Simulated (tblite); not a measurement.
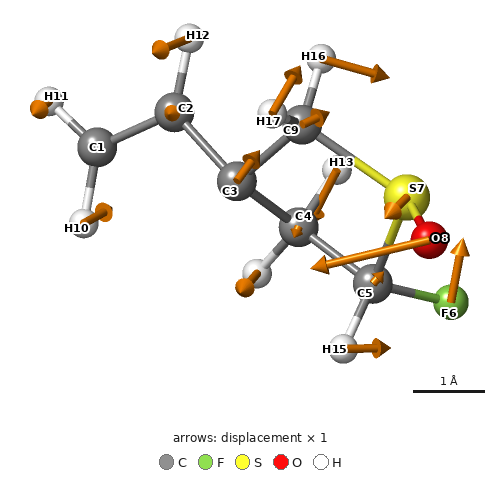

A relaxation of C6H8FOS (multiplicity 2). The starting structure is drawn; orange arrows show the displacements, at their true length. The two geometries are superimposed by the best rigid fit.

A ball-and-stick model, seen from a free direction.

All numbers below come from GFN2-xTB geometry optimisation, gas phase in tblite 0.8.0. 

Question: Which element moves most?

Answer: Oxygen: up to 1.74 Å, against 1.05 Å for hydrogen.

Question: What did the optimiser do to the structure, and how much energy did it gain?

Answer: The largest move after the best rigid fit is that of the O atom, 1.74 Å. Largest moves by element: O 1.74 Å, H 1.05 Å, F 0.95 Å, S 0.65 Å, C 0.64 Å. Among the contacts that change: C–C 1.500 → 1.388 Å, C–S 1.800 → 1.882 Å, O–S 1.506 → 1.458 Å, C–C 1.518 → 1.470 Å. Bond angles that change, for instance: C–C–C 105.8° → 123.9°, C–C–C 107.5° → 123.4°, C–S–C 99.5° → 85.9°. After 193 geometry steps the energy has fallen by 187.8 kJ/mol. Cost: 1.2 s on 1 thread of Arm Neoverse V2 (shared host).
